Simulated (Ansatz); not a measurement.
```xyz
6

Ge    0.1110   -0.0673    0.0622
H     0.4614    0.0541    1.5503
H     1.6318    0.0933    0.0250
O    -0.6772    1.3728   -0.6735
H    -1.6427    1.3393   -0.5267
H    -0.5036   -1.3991   -0.4196
```

Not at a stationary point (largest force 1.6 eV/Å).

All numbers below come from RKS PBE/def2-SVP in Ansatz.

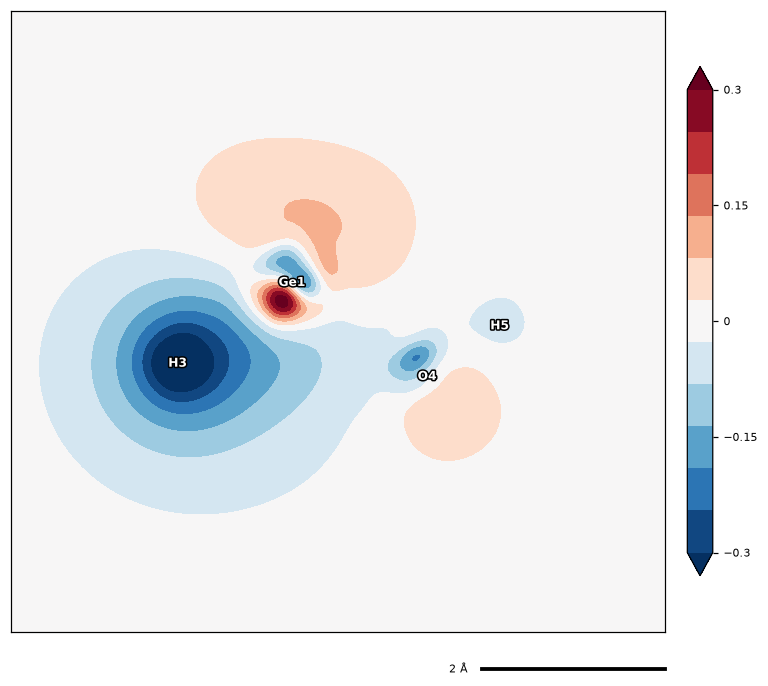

GeH₄O. One frontier orbital on the plane of atoms H3, Ge1 and O4 (values in Å⁻³ᐟ²; the overall sign is arbitrary).

### Which orbital is it: HOMO or LUMO?

The HOMO, at −6.50 eV. Its weight (Hirshfeld) is mainly on O4 (about 40 %), Ge1 (about 25 %), H2 (about 20 %) and H3 (about 10 %).
